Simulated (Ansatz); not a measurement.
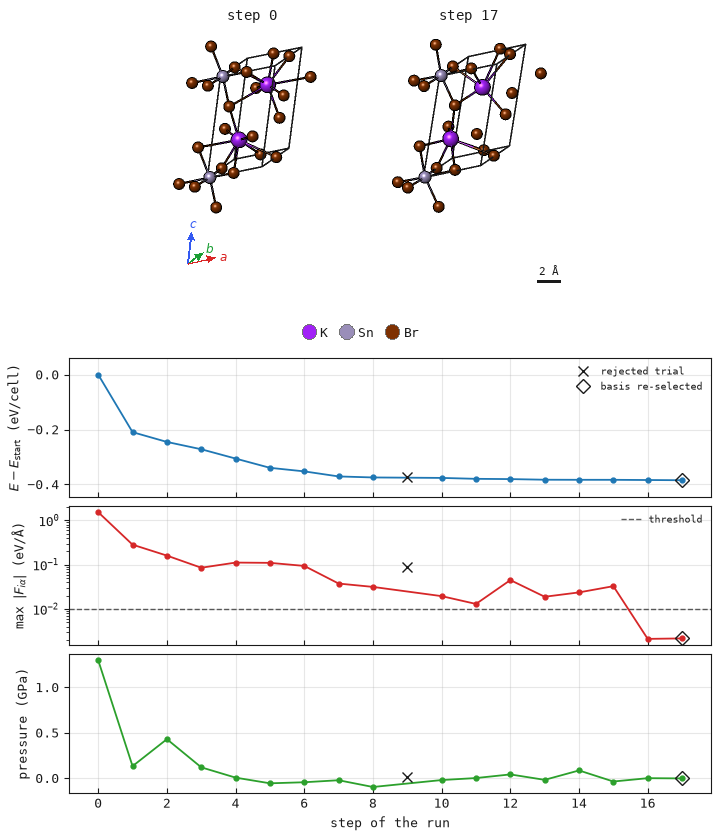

First and last geometry of a relaxation of crystalline K₂SnBr₄ (built on the K2MgH4-139 type type), with the history of the run. A ball-and-stick model of the cell of the calculation, reduced to other axes, seen slightly off an axis. Lengths and directions refer to the drawn axes.

Case: shaken.

Theory: DFT, PBEsol, plane waves, PAW in Ansatz.

The input:
```yaml
crystal:
  lattice:
    - [-2.7980975276, 2.8139711309, 8.208516901]
    - [2.8723443912, -2.9454497732, 8.2794155986]
    - [2.7590637064, 2.906415952, -8.2538280765]
  atoms:
    - { symbol: K, position: [0.6509299802, 0.6280041009, 0.0193034576] }
    - { symbol: K, position: [0.3702804436, 0.3389384476, -0.0173051738] }
    - { symbol: Sn, position: [-0.0168920747, 0.0350620297, 0.0134246982] }
    - { symbol: Br, position: [0.0054601704, 0.4829346638, 0.4841329698] }
    - { symbol: Br, position: [0.4939086914, 0.0139677845, 0.508744872] }
    - { symbol: Br, position: [0.8170407811, 0.8281284186, -0.004261259] }
    - { symbol: Br, position: [0.2040302316, 0.1758060562, 0.0423493638] }
kpoints:
  mp_grid: { grid: [4, 4, 4] }
hamiltonian:
  xc: pbesol
scf:
  occupations: { method: fermi_dirac, width: 0.05 }
relax:
  f_tol: 0.01
  cell: {}
  max_steps: 120
```

Run as
```bash
ansatz run input.yaml --threads 4 --pin off --max-ram 4608MiB --backend cpu --events-out ev --progress --plain --runs-dir out
```

Did the run converge, and what did it change?

It converged. The atom that moves furthest relative to the cell is K1 (0.74 Å along [−3 0 −1]). Largest moves by element: K 0.74 Å, Br 0.63 Å, Sn 0.11 Å. The volume changes by +3.7 %, with a 5.632 → 5.839 Å (+3.7 %), b 5.721 → 5.797 Å (+1.3 %), c 9.117 → 9.205 Å (+1.0 %), α 72.3° → 70.2°, β 72.2° → 70.2°, γ 89.2° → 85.7°. Among the contacts that change: K1–Br7 4.082 → 5.427 Å, K2–Br6 4.091 → 4.920 Å, K1–Br7 (another image) 4.125 → 4.923 Å, K1–Br7 (another image) 4.104 → 3.325 Å. Bond angles that change, for instance: K1–Br6–Sn3 176.9° → 145.8°, Br5–K1–Br6 128.9° → 159.5°, K2–Br6–K2 92.5° → 120.3°. The space group stays P1 (No. 1). The energy falls by 0.385 eV per cell of the calculation in 15 accepted moves (17 points after the start). The largest force component goes from 1.5 to 0.0022 eV/Å. The pressure goes from 1.30 to 0.00 GPa. The line search rejected the trial step at point 9 of the run. The SCF was repeated once at an unchanged geometry on a basis and grid sized afresh for the cell, which shifted the energy by 0.7 meV per cell of the calculation at most.
